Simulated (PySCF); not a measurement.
H6GeOSi, SMILES [GeH3][O][SiH3] at its PBE0/def2-SVP optimised geometry (Å):

```
9

Ge    -1.9036    -0.6605     0.0000
O     -0.1255    -0.6605     0.0000
Si     1.0932    -0.0874    -0.9627
H     -2.3204    -1.3938     1.2815
H     -2.3961     0.7993     0.0000
H     -2.3960    -1.4002    -1.2584
H      1.0334    -0.6962    -2.3298
H      2.3961    -0.4386    -0.3288
H      1.0071     1.4002    -1.1144
```

Method: PBE0/def2-TZVP (PySCF). Cells within 0.4 Å of a nucleus heavier than hydrogen are left out (blank, or x).

Map of the electron localisation function on the plane z = 0.0 Å:

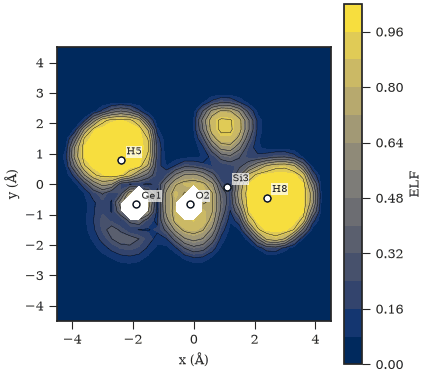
Fig. 1. Electron localisation function on the plane z = 0.0 Å.
